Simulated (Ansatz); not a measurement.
## Electronic structure of F4Zr···HCl in real space

```xyz
7

Zr   -0.4681    0.0000   -0.4810
Cl    0.0005    0.0000    3.2091
F     1.3432    0.0000    0.0759
F    -0.7243    1.5626   -1.5174
F    -0.7243   -1.5626   -1.5174
F    -1.8797    0.0000    0.8675
H    -1.2884    0.0000    2.9058
```

Core potentials replace the inner electrons of Zr; not at a stationary point (largest force 1.6 eV/Å).

All numbers below come from RHF/def2-SVP in Ansatz 0.2.0.

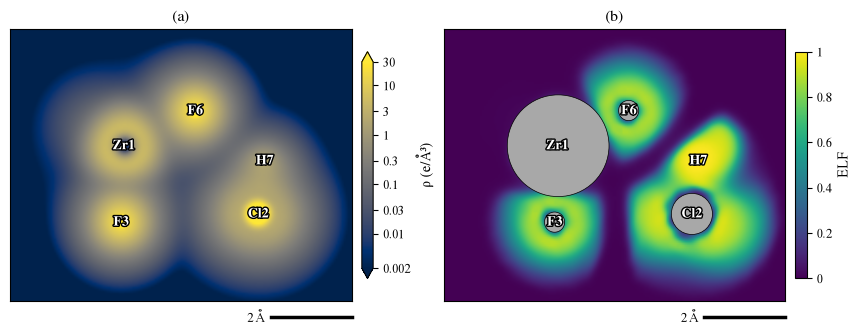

Figure 1. (a) electron density; (b) electron localisation function on the plane of atoms F3, Zr1 and F6. Grey discs cover the atomic cores in the ELF map.

What do the fields say about this system?

The plane passes through Zr, Cl, F and H nuclei. F6···H7 (2.12 Å): the density falls to about 0.11 e/Å³ on the way; the ELF dips to about 0.05 between them. Zr–F (1.89 Å): the density is about 0.92 e/Å³ at the midpoint; the ELF peaks at about 0.85 in the valence shell of F, 0.5 Å from its nucleus, and drops to about 0.20 between the two atoms. Cl–H (1.32 Å): ρ at the midpoint is about 1.8 e/Å³; the ELF climbs to about 1 towards the hydrogen, as it does in any bond to H. Zr–F (1.95 Å): ρ is about 0.78 e/Å³ halfway; the ELF peaks at about 0.85 in the valence shell of F, 0.5 Å from its nucleus, and drops to about 0.15 between the two atoms. The ELF also peaks beside Cl2, away from the bonds: lone-pair regions.

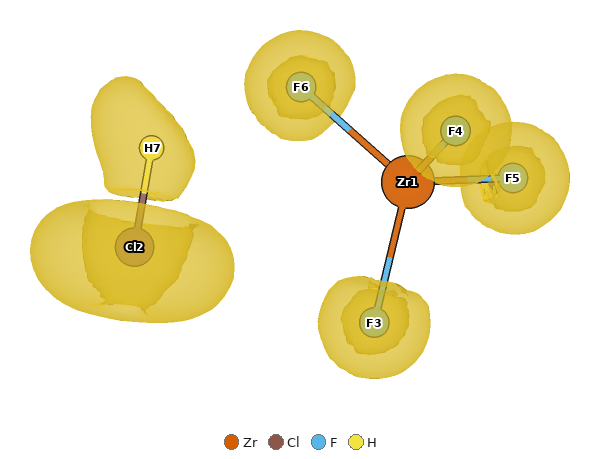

Figure 2. Isosurface of the electron localisation function at 0.8 (yellow), seen at a tilt. Only the valence region is drawn (cores and ρ < 0.01 e/Å³ removed).

What do the ELF domains correspond to?

The ELF exceeds this value in one region around a hydrogen nucleus, one ring or bowl of non-bonding electrons around Cl and four regions wrapped around F (the valence shell of each).
